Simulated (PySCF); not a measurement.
```yaml
atoms:
  - { symbol: N, position_ang: [-1.5988, 2.3326, -0.3114] }
  - { symbol: C, position_ang: [-1.9263, 1.2341, -0.4359] }
  - { symbol: Si, position_ang: [-2.5695, -0.4867, -0.3976] }
  - { symbol: S, position_ang: [-1.1489, -2.0340, 0.0176] }
  - { symbol: Si, position_ang: [0.2692, -1.1076, 1.3535] }
  - { symbol: O, position_ang: [1.1003, -0.0056, 0.5425] }
  - { symbol: Si, position_ang: [1.9595, 0.7537, -0.6219] }
  - { symbol: H, position_ang: [-3.2756, -0.8457, -1.6118] }
  - { symbol: H, position_ang: [1.1265, -2.2115, 1.7360] }
  - { symbol: H, position_ang: [-0.4629, -0.4062, 2.3910] }
  - { symbol: H, position_ang: [2.1664, -0.2108, -1.7025] }
  - { symbol: H, position_ang: [3.2130, 1.0983, 0.0418] }
  - { symbol: H, position_ang: [1.1428, 1.8899, -1.0189] }
```

Geometry: GFN2-xTB.

All numbers below come from UKS B3LYP, pcH-1 on C H N O S Si, non-relativistic, mean-field spin-orbit, GIAO in PySCF 2.14.0, density-fitted response routines.

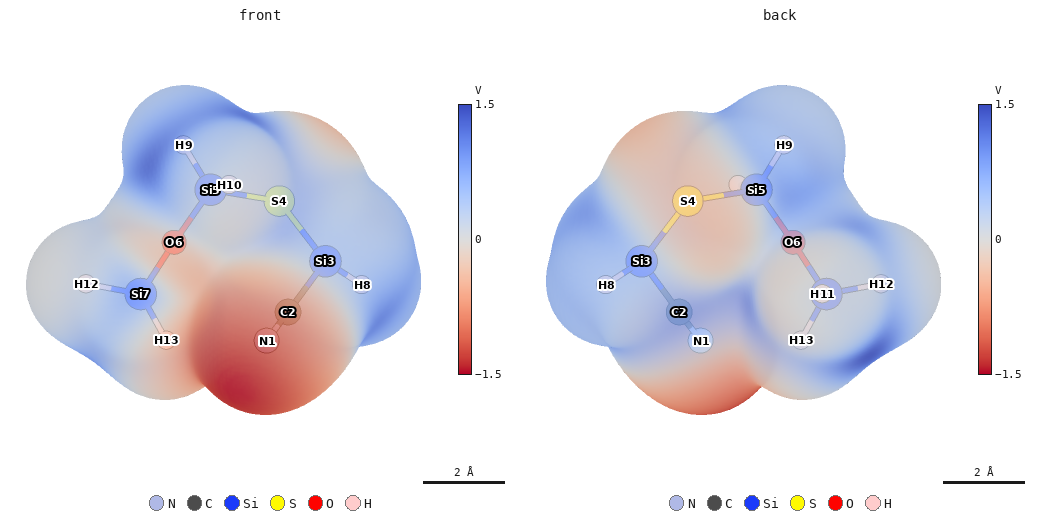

CH6NOSSi3 (SMILES N#C[SiH]S[SiH2]O[SiH3]) (doublet). The electrostatic potential painted on the density surface at 0.001 e/bohr³, seen from the front and from behind; red is negative and blue positive.

Where is the surface potential most negative and most positive?

The most negative region (about −1.5 V) lies over N1, the most positive (about +1.3 V) over Si5 and Si7. N1 is the likeliest acceptor of a hydrogen bond.
